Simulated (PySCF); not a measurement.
**CH7NSi (SMILES CN[SiH3]) at CASSCF(6,6)/cc-pVDZ**

Aim: the vertical ionisation energy of CH7NSi at CASSCF(6,6)/cc-pVDZ, from 2 runs. Input form: a Python script.

The results are computed with PySCF 2.14.0.

2 further runs of the same task are left out: 2 set aside as unsound or not needed.

## (1) Starting point

The species is CH7NSi (10 atoms), meant as a singlet with charge 0. As SMILES, `CN[SiH3]`. The coordinates come from a PBE0-D4/def2-TZVP relaxation.

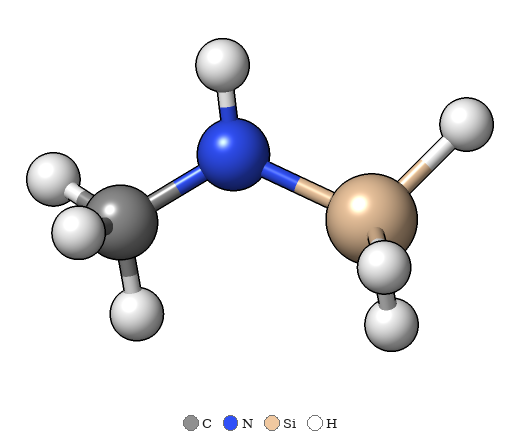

The structure, seen from a chosen angle (carbon grey, nitrogen blue, silicon light orange, hydrogen white).

## (2) A single-point energy at CASSCF(6,6)/cc-pVDZ

job.py reads:

```python
import numpy
from pyscf import gto, scf, mp, mcscf

mol = gto.M(
    atom='''
C   -1.074200   0.550900  -0.686800
N    0.329000   0.241400  -0.516000
Si   0.929400  -0.683100   0.798800
H   -1.308100   0.733100  -1.739500
H   -1.677600  -0.304000  -0.369400
H   -1.409300   1.422100  -0.108200
H    0.946000   0.922900  -0.927500
H    0.210800  -1.985700   0.830700
H    0.753100  -0.063800   2.149000
H    2.383900  -0.885000   0.571800
''',
    basis='cc-pvdz',
    verbose=3,
    max_memory=1860,
    spin=0,
)

calc0 = scf.RHF(mol)
calc0.conv_tol = 1e-10
calc0.kernel()
if not calc0.converged:
    calc0 = calc0.newton().run(calc0.mo_coeff, calc0.mo_occ)

pt = mp.MP2(scf.addons.convert_to_uhf(calc0)).run()
noons, natorbs = mcscf.addons.make_natural_orbitals(pt)
print('natural occupations', numpy.round(noons[:40], 4))
cas = mcscf.CASSCF(calc0, 6, 6)
cas.fix_spin_(ss=0.0)
cas.natorb = True
cas.kernel(natorbs)
e_tot = cas.e_tot
print('E = %.10f Eh' % e_tot)
```

Run with:

```
$ OMP_NUM_THREADS=1 python job.py
```

Output:

```text
converged SCF energy = -385.330417150966
E(UMP2) = -385.76696753942  E_corr = -0.436550388453954
E(SCS-UMP2) = -385.773177706562  E_corr = -0.442760555595555
natural occupations [2.     1.9999 1.9998 1.9998 1.9996 1.9996 1.9995 1.9848 1.9802 1.9767
 1.9743 1.9737 1.9695 1.969  1.963  1.9608 1.9564 0.0256 0.0252 0.0226
 0.0187 0.017  0.0165 0.0136 0.0131 0.0119 0.01   0.0093 0.0087 0.0078
 0.0076 0.0071 0.0069 0.0065 0.006  0.0059 0.0046 0.0044 0.0035 0.0033]
CASSCF energy = -385.401326255034
CASCI E = -385.401326255034  E(CI) = -11.5314166822947  S^2 = 0.0000000
E = -385.4013262550 Eh
```

Run time: 33 s. Hardware: 1 thread of Arm Neoverse V1, shared host; peak memory 0.24 GiB.

## (3) The doublet cation, same level

job.py reads:

```python
import numpy
from pyscf import gto, scf, mp, mcscf

mol = gto.M(
    atom='''
C     -2.029944     1.041050    -1.297864
N      0.621720     0.456180    -0.975099
Si     1.756311    -1.290872     1.509513
H     -2.471951     1.385358    -3.287179
H     -3.170205    -0.574477    -0.698065
H     -2.663191     2.687380    -0.204468
H      1.787681     1.744028    -1.752721
H      0.398354    -3.752429     1.569795
H      1.423153    -0.120565     4.061021
H      4.504918    -1.672408     1.080545
''',
    spin=1,
    verbose=3,
    unit='bohr',
    max_memory=1860,
    charge=1,
    basis='cc-pvdz',
)

mf = scf.ROHF(mol)
mf.conv_tol = 1e-10
mf.kernel()
if not mf.converged:
    mf = mf.newton().run(mf.mo_coeff, mf.mo_occ)

pt = mp.MP2(scf.addons.convert_to_uhf(mf)).run()
noons, natorbs = mcscf.addons.make_natural_orbitals(pt)
print('natural occupations', numpy.round(noons[:40], 4))
cas = mcscf.CASSCF(mf, 6, 5)
cas.fix_spin_(ss=0.75)
cas.natorb = True
cas.kernel(natorbs)
energy = cas.e_tot
print(f'total energy: {energy:.8f} hartree')
```

Run with:

```
$ OMP_NUM_THREADS=1 python job.py
```

Output:

```text
converged SCF energy = -385.036474586298
E(UMP2) = -385.43054932328  E_corr = -0.394074736982181
E(SCS-UMP2) = -385.438772242507  E_corr = -0.402297656208838
natural occupations [2.     1.9999 1.9998 1.9998 1.9996 1.9996 1.9995 1.985  1.9806 1.9768
 1.973  1.9719 1.9702 1.9682 1.9671 1.9609 0.9954 0.0237 0.0197 0.0158
 0.0156 0.0153 0.0132 0.0129 0.0119 0.011  0.0087 0.0084 0.0079 0.007
 0.0068 0.0065 0.0058 0.0057 0.005  0.005  0.0043 0.0039 0.0032 0.003 ]
CASSCF energy = -385.086673941780
CASCI E = -385.086673941780  E(CI) = -10.4434300820750  S^2 = 0.7500000
total energy: -385.08667394 hartree
```

Run time: 13 s. Hardware: 1 thread of Arm Neoverse V1, shared host; peak memory 0.24 GiB.

## (4) What came out

At CASSCF(6,6)/cc-pVDZ:

| quantity | value |
| --- | --- |
| singlet CH7NSi: total energy | -385.40133 Eh |
| singlet CH7NSi: dipole moment (Hartree–Fock density) | 1.25 D |
| singlet CH7NSi: HOMO energy (Hartree–Fock orbitals) | -10.03 eV |
| singlet CH7NSi: LUMO energy (Hartree–Fock orbitals) | 4.28 eV |
| singlet CH7NSi: HOMO–LUMO gap (Hartree–Fock orbitals) | 14.31 eV |
| doublet cation: total energy | -385.08667 Eh |
| vertical ionisation energy (to the doublet cation) | 8.562 eV |

What this shows: The vertical ionisation energy comes to 8.56 eV (826 kJ/mol). Mulliken charges (singlet CH7NSi) of the mean-field density run from -0.52 on N2 to +0.64 on Si3. Mulliken charges (doublet cation) of the mean-field density run from -0.14 on N2 to +0.52 on Si3; they depend strongly on the basis.
